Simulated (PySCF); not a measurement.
# C₁₁H₁₃NOSi: NMR shifts at several levels of theory, part 2 of 2

PySCF 2.14.0. Atoms count from 0.

### Step 6. Shielding tensors: KT2/pcSseg-1

What the job is given:

```
{"job": {"kind": "nmr", "xc": "KT2", "basis": "pcSseg-1", "pop": false}, "charge": 0, "multiplicity": 1}
C     -2.383171     1.075867     2.005742
Si    -2.640850     0.313218     0.303075
C     -2.767818     1.646293    -1.021004
C     -4.162799    -0.774690     0.291443
C     -1.178032    -0.900195    -0.129312
O     -1.476244    -2.050710    -0.395195
C      0.267768    -0.496689    -0.146262
C      1.235225    -1.482752    -0.380545
C      2.582359    -1.158908    -0.406055
C      2.979933     0.173520    -0.200231
C      4.369789     0.518364    -0.226812
N      5.494059     0.800565    -0.248346
C      2.018952     1.168183     0.030388
C      0.672195     0.826600     0.058003
H     -1.514979     1.750161     2.048364
H     -2.239579     0.293087     2.766954
H     -3.274127     1.658791     2.290624
H     -3.670818     2.255153    -0.851752
H     -2.852668     1.193754    -2.021349
H     -1.903044     2.326548    -1.030752
H     -4.282894    -1.259846    -0.688652
H     -5.069373    -0.187857     0.507353
H     -4.075527    -1.571924     1.044947
H      0.890462    -2.506582    -0.541517
H      3.339118    -1.924935    -0.585062
H      2.336555     2.200479     0.186207
H     -0.070892     1.605793     0.236717
```

With the program's defaults for keys left out, this is: GIAO KT2/pcSseg-1 NMR shielding, non-relativistic, gas phase.

What it wrote:

```text
coarse grid: 23784 points
cycle   1  E = -858.2637186605  dE =  1.708e+00  |g| = 1.116e+00  |ddm| = 5.303e+00
cycle   2  E = -855.1620681754  dE =  3.102e+00  |g| = 3.130e+00  |ddm| = 4.554e+00
cycle   3  E = -858.1237407035  dE = -2.962e+00  |g| = 1.163e+00  |ddm| = 4.280e+00
cycle   4  E = -858.5354738563  dE = -4.117e-01  |g| = 2.404e-01  |ddm| = 1.428e+00
cycle   5  E = -858.5183540964  dE =  1.712e-02  |g| = 3.275e-01  |ddm| = 6.609e-01
cycle   6  E = -858.5495240239  dE = -3.117e-02  |g| = 7.500e-02  |ddm| = 4.465e-01
cycle   7  E = -858.5509910142  dE = -1.467e-03  |g| = 2.407e-02  |ddm| = 1.151e-01
cycle   8  E = -858.5511030293  dE = -1.120e-04  |g| = 1.388e-02  |ddm| = 4.103e-02
cycle   9  E = -858.5511397885  dE = -3.676e-05  |g| = 6.750e-03  |ddm| = 1.710e-02
cycle  10  E = -858.5511492807  dE = -9.492e-06  |g| = 1.920e-03  |ddm| = 6.847e-03
final grid: 227256 points
cycle  11  E = -858.5995711520  dE = -4.304e-04  |g| = 2.290e-02  |ddm| = 1.751e-01
cycle  12  E = -858.5994026671  dE =  1.685e-04  |g| = 3.464e-02  |ddm| = 5.954e-02
cycle  13  E = -858.5996315462  dE = -2.289e-04  |g| = 1.616e-02  |ddm| = 4.987e-02
cycle  14  E = -858.5996844035  dE = -5.286e-05  |g| = 2.563e-03  |ddm| = 1.839e-02
cycle  15  E = -858.5996856958  dE = -1.292e-06  |g| = 1.243e-03  |ddm| = 3.318e-03
cycle  16  E = -858.5996860110  dE = -3.152e-07  |g| = 4.212e-04  |ddm| = 1.509e-03
cycle  17  E = -858.5996860501  dE = -3.909e-08  |g| = 1.065e-04  |ddm| = 4.961e-04
cycle  18  E = -858.5996860522  dE = -2.155e-09  |g| = 5.448e-05  |ddm| = 1.531e-04
cycle  19  E = -858.5996860531  dE = -8.340e-10  |g| = 1.522e-05  |ddm| = 7.431e-05
converged SCF energy = -858.5996860531

GIAO shielding tensors (ppm)
atom      isotropic    diamagn.    paramagn.     s11        s22        s33       span
  0 C      182.081     255.463     -73.382    173.745    184.402    188.096     14.351
  1 Si     369.272     886.272    -517.000    348.083    352.902    406.831     58.748
  2 C      182.015     255.247     -73.232    173.901    184.323    187.822     13.921
  3 C      186.179     253.312     -67.133    184.687    184.818    189.032      4.345
  4 C      -33.541     251.704    -285.245   -132.235    -55.615     87.228    219.462
  5 O     -400.926     403.152    -804.078  -1175.141   -399.968    372.331   1547.472
  6 C       51.492     262.785    -211.293    -32.561     30.378    156.658    189.220
  7 C       63.982     249.579    -185.597    -28.571     34.153    186.364    214.935
  8 C       54.285     250.365    -196.080    -41.452     38.456    165.852    207.303
  9 C       71.241     260.185    -188.944    -24.029     77.118    160.633    184.663
 10 C       68.905     256.592    -187.687    -45.882    -31.491    284.089    329.971
 11 N      -38.400     340.507    -378.907   -177.445   -166.656    228.901    406.346
 12 C       54.699     251.792    -197.094    -44.578     42.176    166.498    211.076
 13 C       56.615     258.015    -201.401    -30.048     30.702    169.190    199.239
 14 H       30.732      34.452      -3.720     25.688     29.362     37.147     11.459
 15 H       30.706      31.817      -1.111     27.423     27.895     36.800      9.377
 16 H       30.749      27.952       2.797     26.457     28.276     37.514     11.057
 17 H       30.748      27.785       2.963     26.565     28.197     37.482     10.917
 18 H       30.668      31.432      -0.764     27.122     28.029     36.853      9.731
 19 H       30.735      34.266      -3.530     25.680     29.398     37.128     11.448
 20 H       30.625      30.007       0.618     26.649     27.747     37.478     10.829
 21 H       31.268      26.393       4.876     26.914     29.012     37.879     10.965
 22 H       30.795      30.150       0.645     26.938     27.894     37.553     10.614
 23 H       23.355      34.069     -10.714     18.455     24.779     26.831      8.376
 24 H       23.629      29.701      -6.072     19.858     24.007     27.021      7.163
 25 H       23.643      31.882      -8.240     19.998     23.233     27.696      7.698
 26 H       23.506      37.883     -14.376     19.782     21.525     29.212      9.430
```

It took 51 s on 8 threads of Arm Neoverse V2, shared host.

This run: δ C4 216.8, C6 131.7, C8 128.7, C7 122.9, H23 7.75, H24 7.54 ppm (means over like atoms).

### Step 7. NMR shieldings: HF/pcSseg-1

Settings changed since step 6:

```diff
@@ -1,2 +1,2 @@
-{"job": {"kind": "nmr", "xc": "KT2", "basis": "pcSseg-1", "pop": false}, "charge": 0, "multiplicity": 1}
+{"job": {"kind": "nmr", "xc": "HF", "basis": "pcSseg-1", "pop": false}, "charge": 0, "multiplicity": 1}
 C     -2.383171     1.075867     2.005742
```

Method: GIAO HF/pcSseg-1 NMR shielding, non-relativistic, gas phase.

What it wrote:

```text
final grid: 227256 points
cycle   1  E = -841.9755537226  dE =  3.366e+00  |g| = 9.937e-01  |ddm| = 5.027e+00
cycle   2  E = -842.1333862052  dE = -1.578e-01  |g| = 8.275e-01  |ddm| = 1.956e+00
cycle   3  E = -842.2680495424  dE = -1.347e-01  |g| = 1.303e-01  |ddm| = 1.066e+00
cycle   4  E = -842.2745083558  dE = -6.459e-03  |g| = 3.875e-02  |ddm| = 2.614e-01
cycle   5  E = -842.2749898931  dE = -4.815e-04  |g| = 1.736e-02  |ddm| = 6.995e-02
cycle   6  E = -842.2750892766  dE = -9.938e-05  |g| = 7.519e-03  |ddm| = 3.479e-02
cycle   7  E = -842.2751247552  dE = -3.548e-05  |g| = 3.433e-03  |ddm| = 2.396e-02
cycle   8  E = -842.2751322261  dE = -7.471e-06  |g| = 1.407e-03  |ddm| = 1.060e-02
cycle   9  E = -842.2751340445  dE = -1.818e-06  |g| = 5.461e-04  |ddm| = 4.907e-03
cycle  10  E = -842.2751343610  dE = -3.165e-07  |g| = 2.511e-04  |ddm| = 1.576e-03
cycle  11  E = -842.2751344373  dE = -7.633e-08  |g| = 1.170e-04  |ddm| = 7.116e-04
cycle  12  E = -842.2751344568  dE = -1.949e-08  |g| = 6.364e-05  |ddm| = 3.365e-04
cycle  13  E = -842.2751344619  dE = -5.055e-09  |g| = 2.119e-05  |ddm| = 2.308e-04
cycle  14  E = -842.2751344623  dE = -4.000e-10  |g| = 7.895e-06  |ddm| = 6.155e-05
converged SCF energy = -842.2751344623

GIAO shielding tensors (ppm)
atom      isotropic    diamagn.    paramagn.     s11        s22        s33       span
  0 C      191.537     255.693     -64.156    186.677    192.286    195.648      8.971
  1 Si     396.886     878.244    -481.358    373.236    381.234    436.187     62.951
  2 C      191.535     255.462     -63.926    186.830    192.619    195.157      8.326
  3 C      193.300     252.951     -59.651    192.021    192.312    195.568      3.546
  4 C      -46.751     249.615    -296.366   -180.587    -74.727    115.061    295.648
  5 O     -474.383     403.578    -877.962  -1324.632   -521.076    422.559   1747.191
  6 C       44.190     263.016    -218.826    -58.992     19.440    172.122    231.114
  7 C       56.451     250.655    -194.204    -53.661     27.413    195.601    249.262
  8 C       49.188     252.921    -203.733    -65.319     33.329    179.554    244.872
  9 C       66.319     258.648    -192.329    -55.777     75.825    178.909    234.686
 10 C       67.491     257.529    -190.038    -63.239    -48.501    314.214    377.453
 11 N      -65.108     337.152    -402.260   -224.460   -197.472    226.609    451.069
 12 C       50.023     252.454    -202.431    -66.703     37.228    179.544    246.247
 13 C       52.392     258.546    -206.154    -53.456     27.327    183.305    236.761
 14 H       31.204      34.628      -3.424     25.605     29.677     38.331     12.726
 15 H       31.374      32.088      -0.714     27.664     28.225     38.234     10.570
 16 H       31.308      28.356       2.952     26.723     28.414     38.785     12.062
 17 H       31.307      28.181       3.126     26.820     28.349     38.751     11.932
 18 H       31.323      31.687      -0.364     27.340     28.359     38.270     10.930
 19 H       31.224      34.441      -3.217     25.627     29.721     38.324     12.696
 20 H       30.942      30.087       0.854     26.670     27.900     38.255     11.585
 21 H       31.702      26.503       5.199     26.775     29.253     39.079     12.304
 22 H       31.138      30.249       0.889     26.985     28.080     38.349     11.364
 23 H       23.036      33.466     -10.431     17.266     24.485     27.357     10.090
 24 H       23.652      29.921      -6.269     19.161     24.213     27.580      8.420
 25 H       23.653      31.660      -8.007     19.231     23.541     28.188      8.957
 26 H       23.640      37.486     -13.846     19.208     21.941     29.770     10.562
```

It took 52 s on 8 threads of Arm Neoverse V2, shared host.

Key values: δ C4 237.6, C6 146.7, C8 141.2, C7 136.4, H23 8.35, H24 8.03 ppm (means over like atoms).

### Step 8. Comparing the runs: NMR shifts

Shifts (ppm) of some atoms, chosen among heavy atoms and hydrogens apart, means over like atoms, with basis size and wall time:

```csv
run,C4,C6,C7,H23,H24,O5,N11,functions,time
PBE0/pcSseg-1,237.1,142.6,133.9,8.12,7.88,818.0,325.5,310,78 s
PBE/pcSseg-1,235.0,138.1,131.4,7.93,7.74,809.3,324.8,310,49 s
wB97X-D/pcSseg-1,238.3,144.9,135.1,8.16,7.89,811.5,320.6,310,95 s
KT2/pcSseg-1,216.8,131.7,122.9,7.75,7.54,731.6,302.7,310,51 s
HF/pcSseg-1,237.6,146.7,136.4,8.35,8.03,807.7,330.8,310,52 s
```

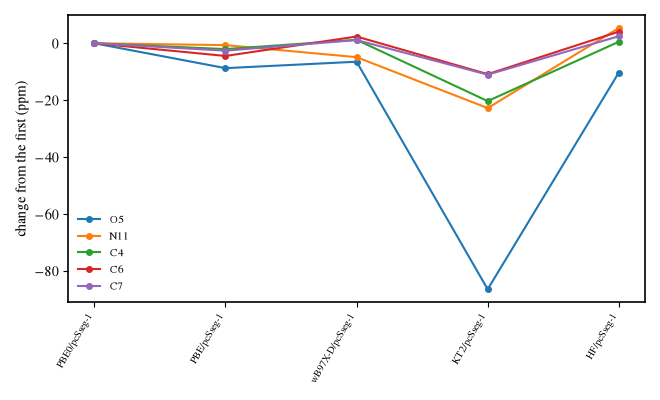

How five of the tabulated atoms move from run to run.

### Step 9. Outcome

What follows sums up all 2 parts.

```
                                                               quantity                                               value
                                                            point group                                                  C1
                                   rotational constants (main isotopes)                                1.47, 0.29, 0.26 GHz
13C shifts against TMS (PBE0/pcSseg-1, means over atoms taken as alike)  237.1, 142.6, 139.4, 133.9, 123.9, 121.8, -0.8 ppm
 1H shifts against TMS (PBE0/pcSseg-1, means over atoms taken as alike)                                8.12, 7.88, 0.39 ppm
                                29Si shifts against TMS (PBE0/pcSseg-1)                                            -6.4 ppm
                                 17O shifts against H2O (PBE0/pcSseg-1)                                           818.0 ppm
                                 15N shifts against NH3 (PBE0/pcSseg-1)                                           325.5 ppm
                                               range of the shift of O5                                  731.6 to 818.0 ppm
```

**Reading.** Single values in the summary come from the first sound run of each kind (PBE0/pcSseg-1), which need not be the best level. Over 6 steps the energy fell by 0.103 eV; of the close pairs, Si1–C3 changed most, 1.900 to 1.871 Å. At PBE0/pcSseg-1: The largest span, 1771 ppm, is at O5, where the paramagnetic term is -886 ppm. NICS(1)zz of -26 ppm above the planar ring from C6 marks a diatropic (aromatic) ring current. Across the 5 runs the shift of O5 moves most, between 731.6 (KT2/pcSseg-1) and 818.0 ppm (PBE0/pcSseg-1).
